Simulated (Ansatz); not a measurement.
# Molecular dynamics of WH4F2 (part 3 of 4)

WH4F2; RKS BLYP-D4/def2-SVP (Ansatz 0.2.0). It belongs to a series of runs on one base structure; here: dynamics from the start.

Geometry of the input (Å):
```
W  -0.3402  0.0000  0.3402
F  0.4092  0.0000  2.0891
H  1.3145  0.0000  -0.0364
H  0.2696  1.4489  -0.2696
F  -2.0891  0.0000  -0.4092
H  0.2696  -1.4489  -0.2696
H  0.0364  0.0000  -1.3145
```

What the program printed, continued
```
md step   170: t =    42.50 fs  T =   217.1 K (target 171.3 K)  F+E_penalty+E_count = -7319.90702208 eV  E_kin = 0.140306 eV  conserved = -7319.80077276 eV  (35 SCF iters, 5 dispersion substeps)
md step   171: t =    42.75 fs  T =   211.8 K (target 170.1 K)  F+E_penalty+E_count = -7319.90306383 eV  E_kin = 0.136867 eV  conserved = -7319.80076179 eV  (35 SCF iters, 5 dispersion substeps)
md step   172: t =    43.00 fs  T =   204.9 K (target 168.9 K)  F+E_penalty+E_count = -7319.89810061 eV  E_kin = 0.132410 eV  conserved = -7319.80074860 eV  (35 SCF iters, 5 dispersion substeps)
md step   173: t =    43.25 fs  T =   196.7 K (target 167.8 K)  F+E_penalty+E_count = -7319.89233489 eV  E_kin = 0.127134 eV  conserved = -7319.80073362 eV  (35 SCF iters, 5 dispersion substeps)
md step   174: t =    43.50 fs  T =   187.6 K (target 166.6 K)  F+E_penalty+E_count = -7319.88599756 eV  E_kin = 0.121266 eV  conserved = -7319.80071757 eV  (35 SCF iters, 5 dispersion substeps)
md step   175: t =    43.75 fs  T =   178.0 K (target 165.4 K)  F+E_penalty+E_count = -7319.87933854 eV  E_kin = 0.115056 eV  conserved = -7319.80070098 eV  (35 SCF iters, 5 dispersion substeps)
md step   176: t =    44.00 fs  T =   168.3 K (target 164.2 K)  F+E_penalty+E_count = -7319.87261734 eV  E_kin = 0.108760 eV  conserved = -7319.80068450 eV  (34 SCF iters, 5 dispersion substeps)
md step   177: t =    44.25 fs  T =   158.8 K (target 163.0 K)  F+E_penalty+E_count = -7319.86609292 eV  E_kin = 0.102638 eV  conserved = -7319.80066874 eV  (35 SCF iters, 5 dispersion substeps)
md step   178: t =    44.50 fs  T =   150.0 K (target 161.8 K)  F+E_penalty+E_count = -7319.86001381 eV  E_kin = 0.096938 eV  conserved = -7319.80065429 eV  (35 SCF iters, 5 dispersion substeps)
md step   179: t =    44.75 fs  T =   142.2 K (target 160.6 K)  F+E_penalty+E_count = -7319.85460867 eV  E_kin = 0.091892 eV  conserved = -7319.80064167 eV  (35 SCF iters, 5 dispersion substeps)
md step   180: t =    45.00 fs  T =   135.7 K (target 159.4 K)  F+E_penalty+E_count = -7319.85007789 eV  E_kin = 0.087703 eV  conserved = -7319.80063132 eV  (35 SCF iters, 5 dispersion substeps)
md step   181: t =    45.25 fs  T =   130.8 K (target 158.2 K)  F+E_penalty+E_count = -7319.84658661 eV  E_kin = 0.084537 eV  conserved = -7319.80062355 eV  (36 SCF iters, 5 dispersion substeps)
md step   182: t =    45.50 fs  T =   127.7 K (target 157.0 K)  F+E_penalty+E_count = -7319.84425930 eV  E_kin = 0.082524 eV  conserved = -7319.80061859 eV  (32 SCF iters, 5 dispersion substeps)
md step   183: t =    45.75 fs  T =   126.5 K (target 155.8 K)  F+E_penalty+E_count = -7319.84317637 eV  E_kin = 0.081749 eV  conserved = -7319.80061649 eV  (35 SCF iters, 5 dispersion substeps)
md step   184: t =    46.00 fs  T =   127.3 K (target 154.6 K)  F+E_penalty+E_count = -7319.84337263 eV  E_kin = 0.082251 eV  conserved = -7319.80061722 eV  (35 SCF iters, 5 dispersion substeps)
md step   185: t =    46.25 fs  T =   130.0 K (target 153.4 K)  F+E_penalty+E_count = -7319.84483777 eV  E_kin = 0.084024 eV  conserved = -7319.80062062 eV  (35 SCF iters, 5 dispersion substeps)
md step   186: t =    46.50 fs  T =   134.6 K (target 152.2 K)  F+E_penalty+E_count = -7319.84751865 eV  E_kin = 0.087020 eV  conserved = -7319.80062645 eV  (35 SCF iters, 5 dispersion substeps)
md step   187: t =    46.75 fs  T =   141.0 K (target 151.0 K)  F+E_penalty+E_count = -7319.85132300 eV  E_kin = 0.091152 eV  conserved = -7319.80063434 eV  (35 SCF iters, 5 dispersion substeps)
md step   188: t =    47.00 fs  T =   149.0 K (target 149.8 K)  F+E_penalty+E_count = -7319.85612456 eV  E_kin = 0.096298 eV  conserved = -7319.80064392 eV  (36 SCF iters, 5 dispersion substeps)
md step   189: t =    47.25 fs  T =   158.3 K (target 148.6 K)  F+E_penalty+E_count = -7319.86176900 eV  E_kin = 0.102307 eV  conserved = -7319.80065485 eV  (35 SCF iters, 5 dispersion substeps)
md step   190: t =    47.50 fs  T =   168.7 K (target 147.4 K)  F+E_penalty+E_count = -7319.86808015 eV  E_kin = 0.109006 eV  conserved = -7319.80066659 eV  (35 SCF iters, 5 dispersion substeps)
md step   191: t =    47.75 fs  T =   179.8 K (target 146.2 K)  F+E_penalty+E_count = -7319.87486693 eV  E_kin = 0.116206 eV  conserved = -7319.80067879 eV  (35 SCF iters, 5 dispersion substeps)
md step   192: t =    48.00 fs  T =   191.4 K (target 145.0 K)  F+E_penalty+E_count = -7319.88192968 eV  E_kin = 0.123708 eV  conserved = -7319.80069107 eV  (35 SCF iters, 5 dispersion substeps)
md step   193: t =    48.25 fs  T =   203.2 K (target 143.8 K)  F+E_penalty+E_count = -7319.88906634 eV  E_kin = 0.131312 eV  conserved = -7319.80070309 eV  (35 SCF iters, 5 dispersion substeps)
md step   194: t =    48.50 fs  T =   214.8 K (target 142.6 K)  F+E_penalty+E_count = -7319.89607816 eV  E_kin = 0.138817 eV  conserved = -7319.80071453 eV  (35 SCF iters, 5 dispersion substeps)
md step   195: t =    48.75 fs  T =   226.0 K (target 141.4 K)  F+E_penalty+E_count = -7319.90277474 eV  E_kin = 0.146032 eV  conserved = -7319.80072514 eV  (35 SCF iters, 5 dispersion substeps)
md step   196: t =    49.00 fs  T =   236.4 K (target 140.2 K)  F+E_penalty+E_count = -7319.90897848 eV  E_kin = 0.152778 eV  conserved = -7319.80073470 eV  (35 SCF iters, 5 dispersion substeps)
md step   197: t =    49.25 fs  T =   245.8 K (target 139.0 K)  F+E_penalty+E_count = -7319.91452843 eV  E_kin = 0.158889 eV  conserved = -7319.80074313 eV  (35 SCF iters, 5 dispersion substeps)
md step   198: t =    49.50 fs  T =   254.1 K (target 137.8 K)  F+E_penalty+E_count = -7319.91928313 eV  E_kin = 0.164222 eV  conserved = -7319.80075006 eV  (35 SCF iters, 5 dispersion substeps)
md step   199: t =    49.75 fs  T =   261.0 K (target 136.6 K)  F+E_penalty+E_count = -7319.92312399 eV  E_kin = 0.168654 eV  conserved = -7319.80075548 eV  (35 SCF iters, 5 dispersion substeps)
md step   200: t =    50.00 fs  T =   266.3 K (target 135.4 K)  F+E_penalty+E_count = -7319.92595715 eV  E_kin = 0.172087 eV  conserved = -7319.80075926 eV  (35 SCF iters, 5 dispersion substeps)
md step   201: t =    50.25 fs  T =   269.9 K (target 134.2 K)  F+E_penalty+E_count = -7319.92771562 eV  E_kin = 0.174449 eV  conserved = -7319.80076132 eV  (32 SCF iters, 5 dispersion substeps)
md step   202: t =    50.50 fs  T =   271.9 K (target 133.0 K)  F+E_penalty+E_count = -7319.92836105 eV  E_kin = 0.175697 eV  conserved = -7319.80076159 eV  (35 SCF iters, 5 dispersion substeps)
md step   203: t =    50.75 fs  T =   272.0 K (target 131.8 K)  F+E_penalty+E_count = -7319.92788507 eV  E_kin = 0.175820 eV  conserved = -7319.80075994 eV  (35 SCF iters, 5 dispersion substeps)
md step   204: t =    51.00 fs  T =   270.5 K (target 130.7 K)  F+E_penalty+E_count = -7319.92631083 eV  E_kin = 0.174836 eV  conserved = -7319.80075641 eV  (35 SCF iters, 5 dispersion substeps)
md step   205: t =    51.25 fs  T =   267.4 K (target 129.5 K)  F+E_penalty+E_count = -7319.92369339 eV  E_kin = 0.172797 eV  conserved = -7319.80075083 eV  (35 SCF iters, 5 dispersion substeps)
md step   206: t =    51.50 fs  T =   262.7 K (target 128.3 K)  F+E_penalty+E_count = -7319.92012063 eV  E_kin = 0.169787 eV  conserved = -7319.80074328 eV  (35 SCF iters, 5 dispersion substeps)
md step   207: t =    51.75 fs  T =   256.7 K (target 127.1 K)  F+E_penalty+E_count = -7319.91571260 eV  E_kin = 0.165925 eV  conserved = -7319.80073384 eV  (35 SCF iters, 5 dispersion substeps)
md step   208: t =    52.00 fs  T =   249.7 K (target 125.9 K)  F+E_penalty+E_count = -7319.91062034 eV  E_kin = 0.161358 eV  conserved = -7319.80072260 eV  (36 SCF iters, 5 dispersion substeps)
md step   209: t =    52.25 fs  T =   241.8 K (target 124.7 K)  F+E_penalty+E_count = -7319.90502359 eV  E_kin = 0.156266 eV  conserved = -7319.80070982 eV  (34 SCF iters, 5 dispersion substeps)
md step   210: t =    52.50 fs  T =   233.4 K (target 123.5 K)  F+E_penalty+E_count = -7319.89912694 eV  E_kin = 0.150852 eV  conserved = -7319.80069581 eV  (35 SCF iters, 5 dispersion substeps)
md step   211: t =    52.75 fs  T =   224.9 K (target 122.3 K)  F+E_penalty+E_count = -7319.89315454 eV  E_kin = 0.145340 eV  conserved = -7319.80068100 eV  (35 SCF iters, 5 dispersion substeps)
md step   212: t =    53.
md step   243: t =    60.75 fs  T =   199.8 K (target 84.0 K)  F+E_penalty+E_count = -7319.86669528 eV  E_kin = 0.129154 eV  conserved = -7319.80066132 eV  (34 SCF iters, 5 dispersion substeps)
md step   244: t =    61.00 fs  T =   186.7 K (target 82.8 K)  F+E_penalty+E_count = -7319.85807886 eV  E_kin = 0.120648 eV  conserved = -7319.80064638 eV  (34 SCF iters, 5 dispersion substeps)
md step   245: t =    61.25 fs  T =   174.5 K (target 81.6 K)  F+E_penalty+E_count = -7319.85011210 eV  E_kin = 0.112776 eV  conserved = -7319.80063350 eV  (35 SCF iters, 5 dispersion substeps)
md step   246: t =    61.50 fs  T =   163.6 K (target 80.4 K)  F+E_penalty+E_count = -7319.84300041 eV  E_kin = 0.105745 eV  conserved = -7319.80062307 eV  (34 SCF iters, 5 dispersion substeps)
md step   247: t =    61.75 fs  T =   154.3 K (target 79.2 K)  F+E_penalty+E_count = -7319.83691061 eV  E_kin = 0.099724 eV  conserved = -7319.80061532 eV  (34 SCF iters, 5 dispersion substeps)
md step   248: t =    62.00 fs  T =   146.7 K (target 78.0 K)  F+E_penalty+E_count = -7319.83196698 eV  E_kin = 0.094838 eV  conserved = -7319.80061035 eV  (34 SCF iters, 5 dispersion substeps)
md step   249: t =    62.25 fs  T =   141.1 K (target 76.8 K)  F+E_penalty+E_count = -7319.82824945 eV  E_kin = 0.091169 eV  conserved = -7319.80060807 eV  (35 SCF iters, 5 dispersion substeps)
these checks for a lower state are left out or cut short: starts, cluster_reference, orbital_swaps, neighbouring_geometries, increment
835 factors; their error is unknown
mean field evaluation 2048: about -7319.5823 eV, gradient 6.2e-6 eV
mean field -7319.58231279 eV, -268.9896886038 hartree, gradient 6.2e-6 eV, S^2 0.000000; 0 other end points of the search recorded, 0 dependent functions left out
the calculation of the forces begins
reference -7319.58268664 eV, -268.9897023427 hartree; 18, 18 occupied and 62, 62 virtual orbitals, 835 factors
835 factors; their error is unknown
mean field -7319.58231279 eV, -268.9896886038 hartree, gradient 1.2e-5 eV, S^2 0.000000; 1 other end points of the search recorded, 0 dependent functions left out
the calculation of the forces begins
reference -7319.58268664 eV, -268.9897023427 hartree; 18, 18 occupied and 62, 62 virtual orbitals, 835 factors
md step   250: t =    62.50 fs  T =   137.3 K (target 75.6 K)  F+E_penalty+E_count = -7319.82579428 eV  E_kin = 0.088755 eV  conserved = -7319.80060843 eV  (31 SCF iters, 5 dispersion substeps)
```

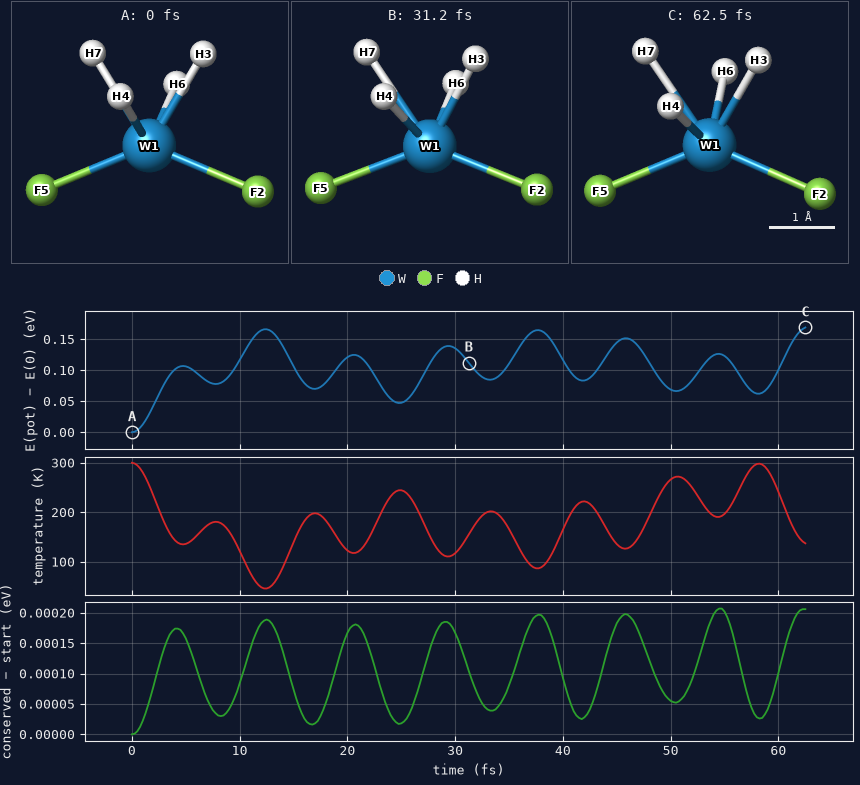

Fig. 1: Frames of the molecular dynamics (ball-and-stick, seen at a tilt) above the curves, on which the letters mark them. The trajectory kept here has 251 frames over 62.5 fs. The temperature starts at 300 K, ranges from 46 to 300 K and averages 194 K over the second half. The potential energy ends 0.169 eV above its first value. The conserved quantity stays within 0.00021 eV. After an unweighted best fit of the last frame on the first, the root-mean-square displacement is 0.12 Å.

```
Total energy: -7319.82616813 eV, -268.9986501224 hartree
Atom 0 at    -0.339541    -0.019226     0.334728 Å, force    -0.281478     0.754397     0.954301 eV/Å
Atom 1 at     0.424551     0.070546     2.152498 Å, force    -0.757797    -0.121397    -1.509992 eV/Å
Atom 2 at     1.261367     0.305156     0.029785 Å, force     0.541662     0.092579    -0.276572 eV/Å
Atom 3 at     0.035725     1.484076    -0.256402 Å, force    -0.088143     0.377836     0.072067 eV/Å
Atom 4 at    -2.099679     0.070477    -0.407440 Å, force     0.357062     0.024475     0.190846 eV/Å
Atom 5 at     0.337310    -1.235466    -0.521234 Å, force     0.396973    -0.853295    -0.411084 eV/Å
Atom 6 at     0.043092     0.294819    -1.369942 Å, force    -0.168279    -0.274595     0.980433 eV/Å
Dipole moment:    -0.211913    -0.140137     0.133534 e Å
```

Trajectory as extended XYZ (Å, eV, eV/Å), 28 of the 251 frames kept, from step=0 to step=250
```
7
Properties=species:S:1:pos:R:3:forces:R:3 step=0 time_fs=0.0 energy=-7319.99470 temperature=300.0
W    -0.3402    0.0000    0.3402   -0.0119   0.0000   0.0119
F     0.4092    0.0000    2.0891   -0.0067   0.0000  -0.0057
H     1.3145    0.0000   -0.0364    0.0034   0.0000  -0.0125
H     0.2696    1.4489   -0.2696   -0.0015  -0.0049   0.0015
F    -2.0891    0.0000   -0.4092    0.0057   0.0000   0.0067
H     0.2696   -1.4489   -0.2696   -0.0015   0.0049   0.0015
H     0.0364    0.0000   -1.3145    0.0125   0.0000  -0.0034
7
Properties=species:S:1:pos:R:3:forces:R:3 step=9 time_fs=2.2 energy=-7319.94267 temperature=219.7
W    -0.3410   -0.0003    0.3389    0.4726  -0.3518   0.8806
F     0.4184    0.0004    2.1021   -0.1764   0.0033  -0.3792
H     1.3529    0.0023   -0.0151   -0.4326   0.0403  -0.0139
H     0.2215    1.4858   -0.2744   -0.0276  -0.2586   0.0249
F    -2.0915    0.0034   -0.4128    0.1333  -0.0183   0.0478
H     0.2974   -1.4829   -0.2813   -0.2463   0.5285   0.2109
H     0.0295   -0.0276   -1.2636    0.2769   0.0567  -0.7711
7
Properties=species:S:1:pos:R:3:forces:R:3 step=19 time_fs=4.8 energy=-7319.88788 temperature=135.2
W    -0.3417   -0.0007    0.3378    0.6841  -0.4362   1.4414
F     0.4281    0.0010    2.1154   -0.3735   0.0048  -0.7500
H     1.3718    0.0071    0.0075   -0.6031   0.0686  -0.0664
H     0.1668    1.5124   -0.2786    0.0228  -0.3835   0.0015
F    -2.0937    0.0071   -0.4166    0.2431  -0.0426   0.0747
H     0.3148   -1.4918   -0.2828   -0.3196   0.6804   0.2639
H     0.0368   -0.0550   -1.2490    0.3461   0.1084  -0.9650
7
Properties=species:S:1:pos:R:3:forces:R:3 step=28 time_fs=7.0 energy=-7319.91251 temperature=173.7
W    -0.3422   -0.0012    0.3371    0.6067  -0.2966   1.3494
F     0.4359    0.0014    2.1254   -0.5529   0.0102  -1.0288
H     1.3594    0.0149    0.0245   -0.4261   0.0882  -0.1453
H     0.1188    1.5176   -0.2825    0.1384  -0.3069  -0.0728
F    -2.0950    0.0103   -0.4199    0.2950  -0.0665   0.0755
H     0.3150   -1.4668   -0.2715   -0.1843   0.4057   0.1312
H     0.0600   -0.0742   -1.2818    0.1231   0.1659  -0.3094
7
Properties=species:S:1:pos:R:3:forces:R:3 step=37 time_fs=9.2 energy=-7319.89889 temperature=153.5
W    -0.3425   -0.0017    0.3368    0.1546   0.0348   1.2934
F     0.4422    0.0019    2.1328   -0.6876   0.0183  -1.2307
H     1.3274    0.0270    0.0344    0.0071   0.1086  -0.2427
H     0.0776    1.5085   -0.2900    0.2732  -0.1066  -0.1733
F    -2.0956    0.0134   -0.4230    0.3074  -0.0884   0.0542
H     0.3069   -1.4233   -0.2543    0.1034  -0.1795  -0.1367
H     0.0890   -0.0855   -1.3294   -0.1581   0.2128   0.4357
7
Properties=species:S:1:pos:R:3:forces:R:3 step=46 time_fs=11.5 energy=-7319.83749 temperature=59.5
W    -0.3427   -0.0023    0.3369   -0.3870   0.3493   1.4136
F     0.4468    0.0025    2.1371   -0.7492   0.0278  -1.3405
H     1.2957    0.0444    0.0327    0.4608   0.1308  -0.3084
H     0.0493    1.4941   -0.3058    0.3541   0.0778  -0.2358
F    -2.0954    0.0162   -0.4259    0.2987  -0.1012   0.0327
H     0.3037   -1.3882   -0.2435    0.3566  -0.7104  -0.3664
H     0.1108   -0.0866   -1.3576   -0.3339   0.2259   0.8048
7
Properties=species:S:1:pos:R:3:forces:R:3 step=56 time_fs=14.0 energy=-7319.85581 temperature=88.5
W    -0.3431   -0.0028    0.3374   -0.3157   0.2321   1.3202
F     0.4497    0.0032    2.1378   -0.7352   0.0423  -1.3493
H     1.2853    0.0713    0.0138    0.5358   0.1388  -0.2391
H     0.0373    1.4819   -0.3363    0.3132   0.0995  -0.1800
F    -2.0943    0.0191   -0.4291    0.2880  -0.0980   0.0470
H     0.3189   -1.3868   -0.2510    0.2735  -0.6152  -0.2934
H     0.1167   -0.0751   -1.3453   -0.3596   0.2006   0.6946
7
Properties=species:S:1:pos:R:3:forces:R:3 step=65 time_fs=16.2 energy=-7319.91973 temperature=189.2
W    -0.3436   -0.0032    0.3382    0.3322  -0.1431   1.0926
F     0.4503    0.0039    2.1348   -0.6587   0.0572  -1.2587
H     1.3015    0.1026   -0.0152    0.1558   0.1021  -0.0411
H     0.0422    1.4753   -0.3729    0.1732  -0.0378  -0.0227
F    -2.0925    0.0214   -0.4319    0.2811  -0.0832   0.0961
H     0.3460   -1.4156   -0.2723   -0.0681  -0.0383   0.0015
H     0.1043   -0.0545   -1.3000   -0.2155   0.1431   0.1323
7
Properties=species:S:1:pos:R:3:forces:R:3 step=74 time_fs=18.5 energy=-7319.90394 temperature=167.9
W    -0.3439   -0.0037    0.3394    0.8725  -0.3741   1.0587
F     0.4493    0.0048    2.1285   -0.5370   0.0713  -1.0897
H     1.3253    0.1389   -0.0463   -0.2884   0.0259   0.1732
H     0.0554    1.4668   -0.4109    0.0096  -0.1756   0.1551
F    -2.0900    0.0236   -0.4344    0.2629  -0.0659   0.1512
H     0.3702   -1.4470   -0.2938   -0.3613   0.4529   0.2453
H     0.0817   -0.0268   -1.2490    0.0416   0.0654  -0.6938
```
